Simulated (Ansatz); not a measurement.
## CH₂B: one change and its effect

System: CH₂B, charge +1, SMILES B=[CH+].
Method of the first run: RHF-CCSD(T), frozen core/def2-TZVPP (Ansatz 0.2.0).

The geometry: displaced from a GFN2-xTB structure. Text and figures count atoms from 1; the logs count them from 0 in places.

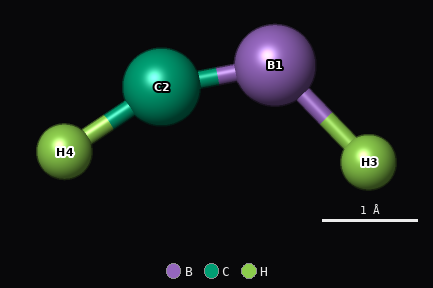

Figure 1. The input geometry (ball-and-stick view, seen on its broad side; atoms are numbered from 1 in the order of the input). Bond lengths as drawn: B–C 1.22 Å, B–H 1.42 Å and C–H 1.24 Å.

### Input file, the first run
```yaml
crystal:
  periodic: [false, false, false]
  atoms:
    - {symbol: B, position_ang: [0.756600, -0.280100, 0.138200]}
    - {symbol: C, position_ang: [0.064100, 0.603200, -0.336000]}
    - {symbol: H, position_ang: [0.225200, -1.339500, 0.920700]}
    - {symbol: H, position_ang: [-0.969600, 1.245100, -0.550000]}
basis:
  gaussian: {orbitals: def2-TZVPP}
total_charge: 1
correlation: {method: ccsd_t}
output: {forces: true}
```

Hardware: 4 CPU threads, shared host.

### Output (the first run)
```
Functional definition: HF
  exchange = exact_x
  correlation = 0
535 factors; integrals over basis functions are off by at most 9.8e-4 eV
mean field evaluation 1: about -1714.1727 eV, gradient 3.6e1 eV
mean field evaluation 2: about -1714.1762 eV, gradient 3.6e1 eV
mean field evaluation 4: about -1718.2279 eV, gradient 3.5e0 eV
mean field evaluation 8: about -1718.4075 eV, gradient 1.9e-1 eV
mean field evaluation 16: about -1717.2981 eV, gradient 1.8e1 eV
mean field evaluation 32: about -1717.4759 eV, gradient 1.1e-1 eV
mean field evaluation 64: about -1717.3626 eV, gradient 6.1e0 eV
mean field -1718.40796201 eV, -63.1503278251 hartree, gradient 1.5e-6 eV, S^2 0.000000; 6 other end points of the search recorded, 0 dependent functions left out; unrestricted orbitals would lower it
determinant -1718.40796201 eV, -63.1503278251 hartree, with singles and doubles -1724.73316442 eV, -63.3827747263 hartree
determinant -1717.47595765 eV, -63.1160772966 hartree, with singles and doubles -1723.86940409 eV, -63.3510321196 hartree
2 core orbitals not correlated: weight in the atoms' cores, before any rotation towards them, 1.000 or more for the frozen orbitals, at most 0.000 for the correlated occupied ones
reference -1718.40796201 eV, -63.1503278251 hartree; 4, 4 occupied and 84, 84 virtual orbitals, 535 factors
second order -5.31267920 eV of doubles, -0.00000000 eV of singles
cycle   1  -6.18491890 eV  change   -4.0e-1 eV  update   2.2e-2
cycle   2  -6.20210149 eV  change   -1.7e-2 eV  update   5.9e-3
cycle   3  -6.20491410 eV  change   -2.8e-3 eV  update   3.1e-3
cycle   4  -6.20758475 eV  change   -2.7e-3 eV  update   1.9e-3
cycle   5  -6.20950332 eV  change   -1.9e-3 eV  update   1.2e-3
cycle   6  -6.21009552 eV  change   -5.9e-4 eV  update   5.2e-4
cycle   7  -6.21036018 eV  change   -2.6e-4 eV  update   2.8e-4
cycle   8  -6.21042036 eV  change   -6.0e-5 eV  update   1.9e-4
cycle   9  -6.21043250 eV  change   -1.2e-5 eV  update   1.5e-4
cycle  10  -6.21047150 eV  change   -3.9e-5 eV  update   1.3e-4
cycle  11  -6.21051107 eV  change   -4.0e-5 eV  update   1.1e-4
cycle  12  -6.21053242 eV  change   -2.1e-5 eV  update   1.1e-4
cycle  13  -6.21056479 eV  change   -3.2e-5 eV  update   1.0e-4
cycle  14  -6.21058532 eV  change   -2.1e-5 eV  update   9.1e-5
cycle  15  -6.21054995 eV  change    3.5e-5 eV  update   6.0e-5
cycle  16  -6.21052541 eV  change    2.5e-5 eV  update   2.8e-5
cycle  17  -6.21051469 eV  change    1.1e-5 eV  update   1.1e-5
cycle  18  -6.21051326 eV  change    1.4e-6 eV  update   6.0e-6
cycle  19  -6.21051371 eV  change   -4.5e-7 eV  update   2.5e-6
cycle  20  -6.21051375 eV  change   -3.2e-8 eV  update   1.1e-6
cycle  21  -6.21051332 eV  change    4.3e-7 eV  update   6.8e-7
cycle  22  -6.21051303 eV  change    2.9e-7 eV  update   3.7e-7
perturbative correction -0.25314581 eV, -0.0093029371 hartree
the calculation of the forces begins
Total energy: -1724.87162086 eV, -63.3878629065 hartree
Atom 0 at     0.756600    -0.280100     0.138200 Å, force     6.683026   -12.807139     7.365637 eV/Å
Atom 1 at     0.064100     0.603200    -0.336000 Å, force   -11.406590    12.187185    -6.044080 eV/Å
Atom 2 at     0.225200    -1.339500     0.920700 Å, force     1.473834     2.368142    -1.791916 eV/Å
Atom 3 at    -0.969600     1.245100    -0.550000 Å, force     3.249730    -1.748188     0.470358 eV/Å
Dipole moment:     0.143582    -0.037868     0.005959 e Å
```

For the second run the input was changed thus:
```diff
-correlation: {method: ccsd_t}
+hamiltonian: {xc: {name: wB97M-V}}
```

What does this change do to the results?

The total energies belong to different methods, so their difference says nothing on which is more stable or more accurate. The largest force goes from 17.753 to 16.946 eV/Å.

### Output (the second run)
```
Functional definition: wB97M-V
  parameter omega = 0.3/bohr
  parameter cx = 0.15
  parameter cx01 = 1.007
  parameter cx10 = 0.259
  parameter css00 = 0.443
  parameter css04 = -1.437
  parameter css10 = -4.535
  parameter css20 = -3.390
  parameter css43 = 4.278
  parameter cos00 = 1.000
  parameter cos10 = 1.358
  parameter cos20 = 2.924
  parameter cos21 = -8.812
  parameter cos60 = -1.390
  parameter cos61 = 9.142
  parameter b = 6.0
  parameter c = 0.01
  gx(w, u) = 1 - cx + cx01*u + cx10*w
  gss(w, u) = css00 + css04*u^4 + css10*w + css20*w^2 + css43*w^4*u^3
  gos(w, u) = cos00 + cos10*w + (cos20 + cos21*u)*w^2 + (cos60 + cos61*u)*w^6
  exchange = spin_sum(e_x_unif_sr(omega)*gx(b97_w, b97_u_x)) + cx*exact_x_sr(omega) + exact_x_lr(omega)
  correlation = spin_sum(e_c_pw_mod_same_spin*gss(b97_w, b97_u_same))
      + integral(e_c_pw_mod_opposite_spin*gos(b97_w_opposite, b97_u_opposite)) + vv10(b, c)
467 factors; their error is unknown
127 factors; integrals over basis functions are off by at most 2.2e-5 eV
mean field evaluation 1: about -1720.8224 eV, gradient 5.5e1 eV
mean field evaluation 2: about -1722.5036 eV, gradient 4.6e1 eV
mean field evaluation 4: about -1728.4153 eV, gradient 1.8e0 eV
mean field evaluation 8: about -1728.4425 eV, gradient 3.8e-1 eV
mean field evaluation 16: about -1728.4427 eV, gradient 1.1e-3 eV
mean field -1728.44272912 eV, -63.5190987147 hartree, gradient 3.5e-5 eV, S^2 0.000000; 2 other end points of the search recorded, 0 dependent functions left out
the calculation of the forces begins
reference -1728.44276749 eV, -63.5191001247 hartree; 6, 6 occupied and 84, 84 virtual orbitals, 467 factors
Total energy: -1728.44276749 eV, -63.5191001247 hartree
Atom 0 at     0.756600    -0.280100     0.138200 Å, force     6.308842   -12.282486     7.069466 eV/Å
Atom 1 at     0.064100     0.603200    -0.336000 Å, force   -11.063953    11.526553    -5.647010 eV/Å
Atom 2 at     0.225200    -1.339500     0.920700 Å, force     1.463604     2.497411    -1.874312 eV/Å
Atom 3 at    -0.969600     1.245100    -0.550000 Å, force     3.291508    -1.741478     0.451856 eV/Å
Dipole moment:     0.160859    -0.041478     0.008329 e Å
```

### The two runs side by side

```tsv
quantity	the first run	the second run
outcome	converged	converged
total energy (hartree)	−63.387863	−63.519100
largest force (eV/Å)	17.753	16.946
basis functions	90	90
wall time (shared host)	2.3 s	1.4 s
```
